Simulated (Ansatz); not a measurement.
```xyz
11

Ge   -1.2353    0.8523   -0.0020
C    -0.6140   -0.7098    1.0190
H    -0.9735    0.6390   -1.5207
H    -2.7620    1.0690    0.1955
H    -0.4925    2.1391    0.4467
H     2.9244   -1.1749   -0.8627
S     2.8096    0.1755   -0.9986
H    -0.7992   -0.5642    2.1006
H    -1.1451   -1.6232    0.6871
H     0.4734   -0.8377    0.8529
H     1.8142    0.0347   -1.9178
```

The calculation used Ansatz, RKS PBE/def2-SVP.

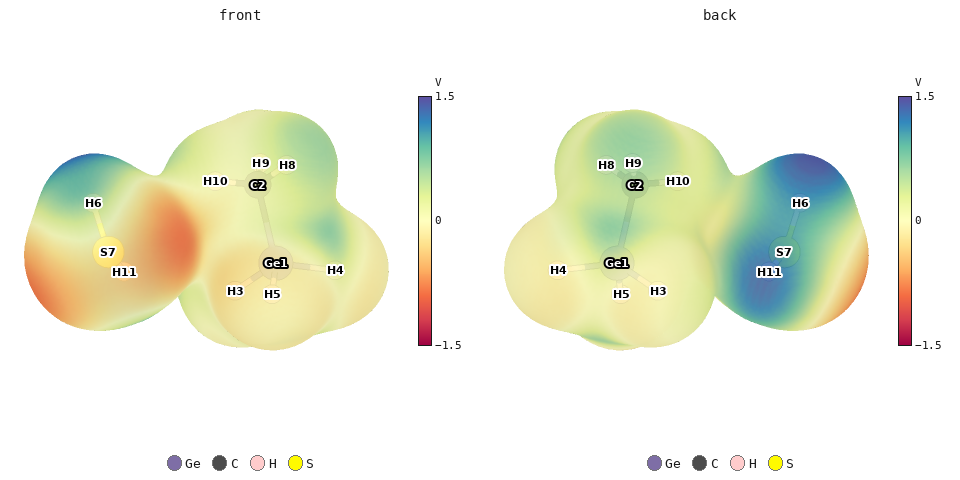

CH₆Ge···H₂S. The molecular electrostatic potential painted on the density surface at 0.002 e/bohr³, seen from the front and from behind; red is negative and blue positive.

Which sites attract a positive test charge, and which a negative one?

Answer. A positive charge is drawn to the negative regions and a negative charge to the positive ones. The most negative region (about −0.9 V) lies over S7, the most positive (about +1.4 V) over H6.
